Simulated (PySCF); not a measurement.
Consider C5H11NO2Si.

Input file:

```
{"job": {"kind": "nmr", "xc": "PBE0", "basis": "pcSseg-1"}, "charge": 0, "multiplicity": 1}
C     -1.365965    -1.843101     0.391975
C     -0.735217    -0.467581     0.565618
C     -1.663760     0.669512     0.130287
N     -0.843957     1.856144     0.031493
Si     0.815142     1.611014    -0.375448
C      0.542115    -0.285179    -0.242695
O      1.626899    -1.005631     0.367031
C      2.805991    -0.497471     0.179332
O      3.061768     0.518405    -0.415455
H     -1.616420    -2.016323    -0.653185
H     -0.671065    -2.615130     0.713486
H     -2.275773    -1.925007     0.983009
H     -0.479010    -0.315268     1.618754
H     -2.461455     0.819171     0.864779
H     -2.133003     0.414379    -0.831682
H     -1.355946     2.710009    -0.105642
H      1.182721     1.963757    -1.744836
H      1.571934     2.271953     0.682316
H      0.410753    -0.721829    -1.239356
H      3.579099    -1.131147     0.643245
```

Run with:

```sh
OMP_NUM_THREADS=1 python probes_run.py task.json out
```

Geometry: GFN2-xTB.

Theory: PBE0/pcSseg-1, SCF density, gas phase, non-relativistic (PySCF).

Predict the electron density and electron localisation function between the atoms.

C–O (1.20 Å): the density is about 3.3 e/Å³ at the midpoint; the ELF peaks at about 0.85 between the atoms; a multiple bond.

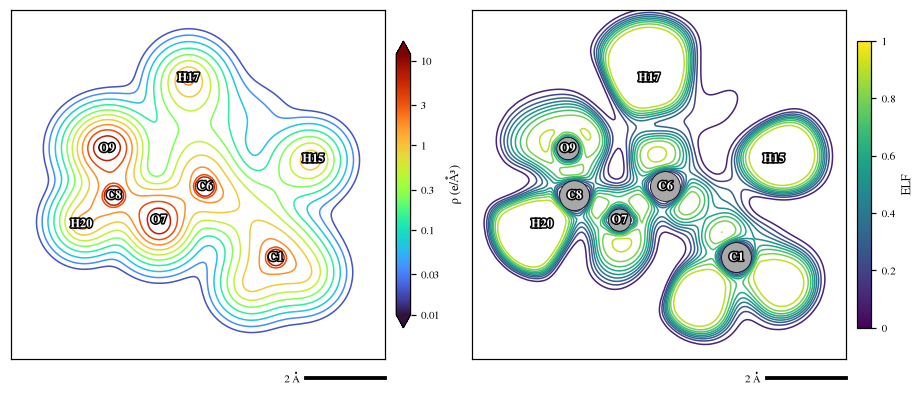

Computed electron density and electron localisation function on the plane of atoms C6, O7 and C8, in this order. Grey discs cover the atomic cores in the ELF map. 
